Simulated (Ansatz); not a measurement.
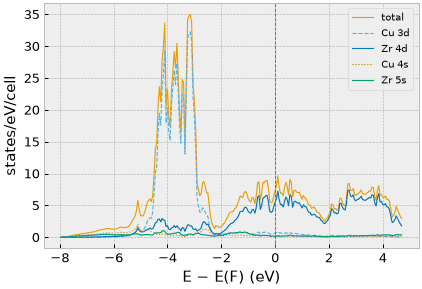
*Total and projected density of states of ZrCu in space group Cm (No. 8; Pearson symbol mS16), plane-wave PAW r²SCAN (Ansatz code)*

### Question
Which orbitals carry the states next to the Fermi level?

### Answer
Within 0.5 eV of the Fermi level: Zr 4d 74 %, Cu 3d 9 %, outside the projected shells 11 %. Projections are on Löwdin-orthogonalised atomic valence shells; empty p or d shells of many metals are not among them.

### Question
Where is the tallest occupied peak in this window, and what makes it?

### Answer
Near -3.1 eV, about 35 states/eV per cell; the largest projected share is Cu 3d.

The workflow started from a Materials Project entry (that database holds measured and hypothetical structures alike); the Crystallography Open Database copy checked does not list it. Whether it is the stable phase at ambient conditions was not checked. Symmetry was held in the r²SCAN relaxation; its stability against distortions is not shown here. No spin polarisation was allowed. Spin–orbit coupling is left out wherever it is not named.

Potentials: the later of the program's two PAW sets.
